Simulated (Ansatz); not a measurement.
# C3H2: what the fields show

Input

```
crystal:
  periodic: [false, false, false]
  atoms:
    - {symbol: C, position_ang: [0.347427, 0.517265, 0.222565]}
    - {symbol: C, position_ang: [-0.403903, -0.487659, -0.191971]}
    - {symbol: C, position_ang: [0.971835, -0.509432, -0.526434]}
    - {symbol: H, position_ang: [-1.365989, -0.974965, -0.253219]}
    - {symbol: H, position_ang: [0.450620, 1.454801, 0.749069]}
basis:
  gaussian: {orbitals: def2-TZVP, initial_orbitals: start.molden}
hamiltonian: {xc: pbe0, dispersion: d4}
output: {orbitals: {seedname: orbitals}}
```

Run with:

```sh
ansatz run in.yaml --threads 4 --pin off --events-out ev --progress --plain --max-ram 3916MiB
```

Geometry: r2SCAN-D4/def2-TZVP.

Method: Ansatz, RKS PBE0-D4/def2-TZVP.

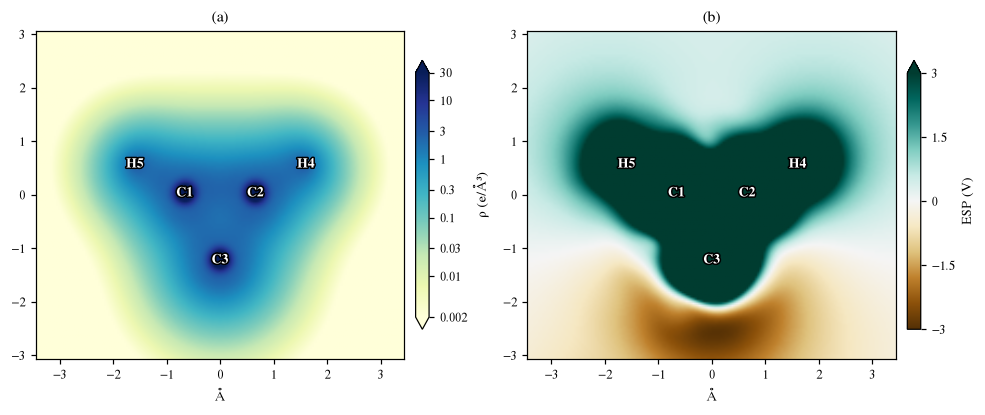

Figure 1. (a) total electron density; (b) electrostatic potential on the molecular plane.

**What do the fields say about this system?**

- The plane passes through C and H nuclei.
- C–C (1.32 Å): the density is about 2.3 e/Å³ at the midpoint.
- C–H (1.08 Å): ρ is about 2.1 e/Å³ halfway.
- C–C (1.42 Å): ρ at the midpoint is about 2 e/Å³.
- Outside the dense part of the molecule the potential is most negative (−2.9 V) near C3.

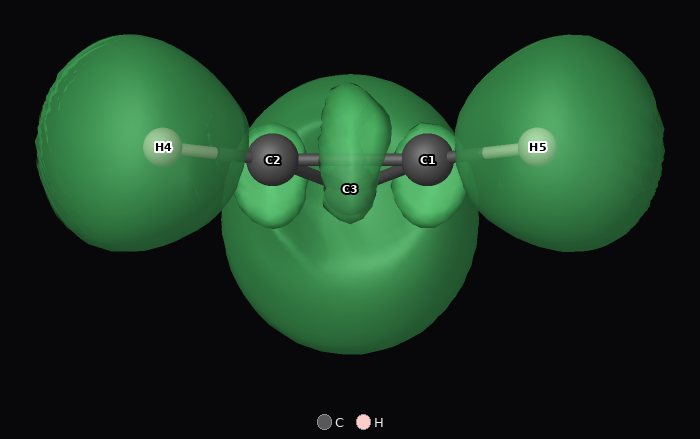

Figure 2. Isosurface of the electron localisation function at 0.85 (green), seen from one side. Core shells and regions of very low density are left out.

**Describe the localisation domains.**

At this value the surface marks out three regions between bonded C–C atoms (shared pairs), two regions around hydrogen nuclei and one lobe on C, pointing away from the bonds (lone pairs). Profiles from the grid: C–C (1.32 Å): the ELF peaks at about 0.85 between the atoms (a short, multiple covalent bond). C–H (1.08 Å): the ELF climbs to about 1 towards the hydrogen, as it does in any bond to H: an ordinary covalent bond to hydrogen.

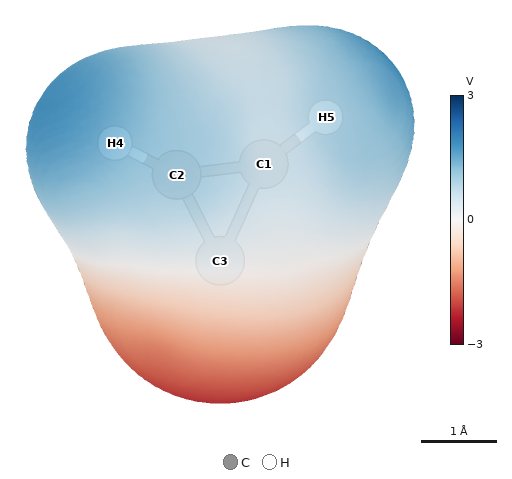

Figure 3. The electrostatic potential painted on the density surface at 0.002 e/bohr³, seen at a tilt; red is negative and blue positive.

**Where is the surface potential most negative and most positive?**

The most negative region (about −2.2 V, or −51 kcal/mol for a unit charge) lies over C3, the most positive (about +1.8 V, or +42 kcal/mol for a unit charge) over H4 and H5.
